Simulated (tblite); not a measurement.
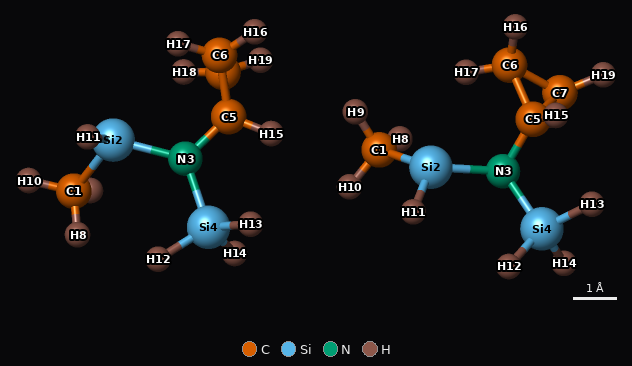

Two geometries of C4H12NSi2 (multiplicity 2), drawn at one scale. One is the start of a relaxation, the other its converged end. A ball-and-stick model, seen at a tilt.

The calculation used tblite, GFN2-xTB geometry optimisation, gas phase. 

Which geometry has the lower energy?

Answer. The left one is the relaxed one. The largest move after the best rigid fit is that of H9, 2.69 Å. Largest moves by element: H 2.69 Å, C 1.02 Å, Si 0.76 Å, N 0.42 Å. Some distances before and after: C1–Si2 1.845 → 1.899 Å, C6–H16 1.122 → 1.079 Å, N3–Si4 1.768 → 1.734 Å, C5–C7 1.532 → 1.498 Å. Bond angles that change, for instance: N3–C5–C7 111.3° → 121.4°, Si2–N3–Si4 114.0° → 123.4°, Si2–N3–C5 110.7° → 120.0°. Groups turn about C1–Si2 by about 70°. The energy falls by 21.1 kcal/mol in 232 geometry steps. The run took 7.4 s on 1 thread of Intel(R) Xeon(R) Processor @ 2.50GHz, on a shared host.
